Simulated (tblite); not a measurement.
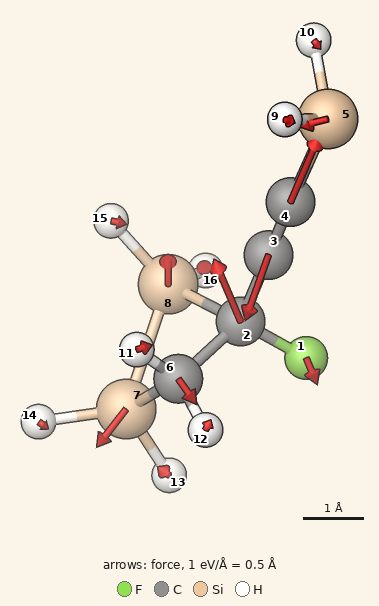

Starting geometry of C4H8FSi3 (multiplicity 2) with the computed forces as red arrows. A ball-and-stick model, seen from a free direction.

All numbers below come from GFN2-xTB geometry optimisation, gas phase in tblite. 

**Is this structure relaxed? If not, where do the atoms go?**

It isn't relaxed: the largest force vector, on C4, is 3.02 eV/Å. The final displacements have little in common with the starting forces (cosine between the two patterns 0.17). The largest move after the best rigid fit is that of H13, 0.65 Å. By element the largest moves are H 0.65 Å, Si 0.36 Å, C 0.27 Å, F 0.10 Å. Among the contacts that change: Si7–Si8 2.239 → 2.334 Å, C4–Si5 1.868 → 1.800 Å, F1–C2 1.360 → 1.420 Å, C2–C3 1.465 → 1.425 Å. Among the angles between lasting bonds that change: H9–Si5–H10 108.1° → 117.7°, Si7–Si8–H16 116.7° → 125.9°, F1–C2–C6 115.5° → 107.5°. After 114 geometry steps the energy has fallen by 15.3 kcal/mol.
